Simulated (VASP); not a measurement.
Band structure of BN (zinc blende). Computed with PBEsol GGA, VASP's PBE PAW potentials (set 64) (plane waves; VASP 6.6.1).

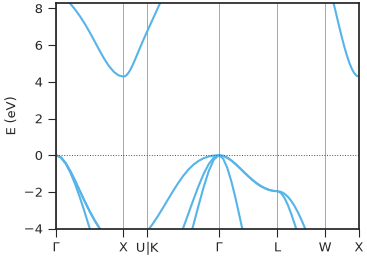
Bands along high-symmetry lines, zero at the valence-band maximum or, without a gap, the Fermi level

Problem. Read the plot: is there a gap, and where are the band edges?

Solution. The gap is indirect, 4.28 eV, from the valence maximum at Γ to the conduction minimum at X. (Edges off the drawn lines would not show.)

Measured: gap 6.20 eV at 300 K (computed value off by -1.92 eV), as given by arXiv:1206.3780.

The compound is BN in the zinc blende structure. It was relaxed first.
